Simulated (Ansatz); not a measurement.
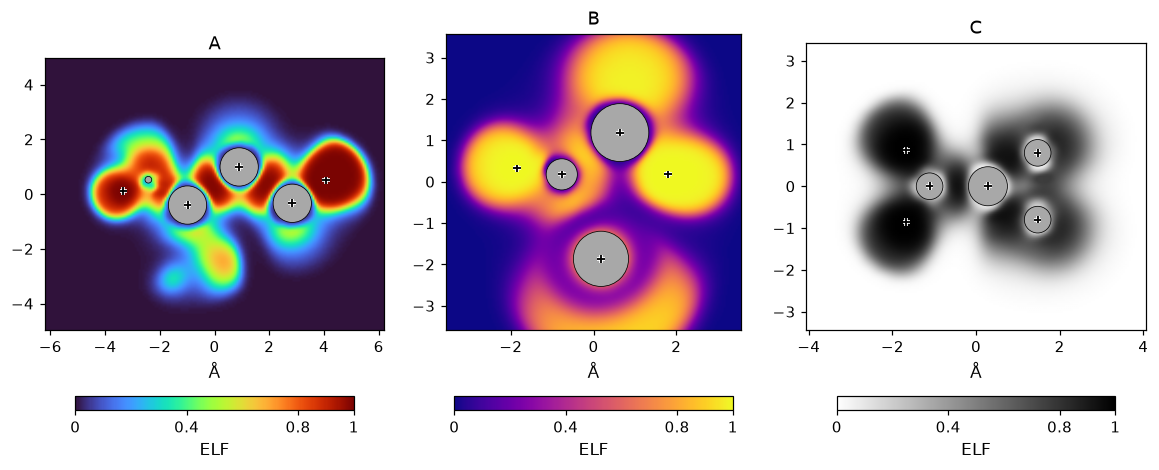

The ELF of 3 systems, each on a plane through atoms (crosses mark nuclei in the plane; grey discs cover the cores).

Computed with isolated molecule in a Gaussian basis; Kohn-Sham density functional theory, functional PBE0 (Ansatz).

System 1: CH₂InSi (SMILES [CH]1=[SiH][In]1) (doublet), the molecular plane. Geometry: r2SCAN-D4/def2-SVP; core potentials replace the inner electrons of In.

```
atom    x (Å)    y (Å)    z (Å)
   C   0.1484  -0.3416   1.3491
  In   0.8952  -1.2409  -0.5744
  Si  -1.1447   0.6478   0.7646
   H   0.5969  -0.5732   2.3215
   H  -1.1186   0.4048  -0.7626
```

System 2: H₉NSSi₃, the plane of atoms Si3, Si4 and Si5. Geometry: B3LYP-D3(BJ)/def2-SVP.

| atom | x (Å) | y (Å) | z (Å) |
| --- | --- | --- | --- |
| N | 1.4868 | -0.5579 | -1.4907 |
| S | 0.9752 | 1.7919 | 0.8634 |
| Si | 0.6599 | -0.1857 | -0.0149 |
| Si | -1.6617 | -0.2312 | -0.3484 |
| Si | -2.7307 | 0.6864 | 1.5346 |
| H | 1.2660 | -0.0280 | -2.3296 |
| H | 2.4759 | -0.7929 | -1.4676 |
| H | 1.1205 | -1.1959 | 0.9787 |
| H | 2.2392 | 1.5571 | 1.2885 |
| H | -1.9987 | 0.5736 | -1.5639 |
| H | -2.1117 | -1.6366 | -0.5848 |
| H | -2.4391 | 2.1460 | 1.6157 |
| H | -2.2259 | 0.0167 | 2.7690 |
| H | -4.2100 | 0.4917 | 1.4578 |

System 3: BH₄N₃, the plane of atoms B1, N2 and H6. Geometry: BLYP-D3(BJ)/def2-SVP.

```csv
atom,x (Å),y (Å),z (Å)
B,0.1859,-0.9517,0.8852
N,0.4137,0.2353,0.1895
N,-0.8033,-1.8570,1.4021
N,0.7862,-2.0720,1.5559
H,-0.3351,0.8773,-0.0709
H,1.3435,0.5361,-0.1031
H,-1.1326,-1.6336,2.3540
H,1.0046,-2.8721,0.9423
```

Match each panel to its system.

Panel A is system 2, H₉NSSi₃: the plane holds Si and H. Si–Si (2.35 Å): the ELF peaks at about 1 between the atoms (a covalent bond). Panel B is system 1, CH₂InSi: the plane holds C, In, Si and H. C–Si (1.73 Å): the ELF peaks at about 0.90 between the atoms; a covalent bond. Panel C is system 3, BH₄N₃: the plane holds B, N and H. B–N (1.39 Å): the ELF peaks at about 0.95 between the atoms: a short, strongly polar bond.
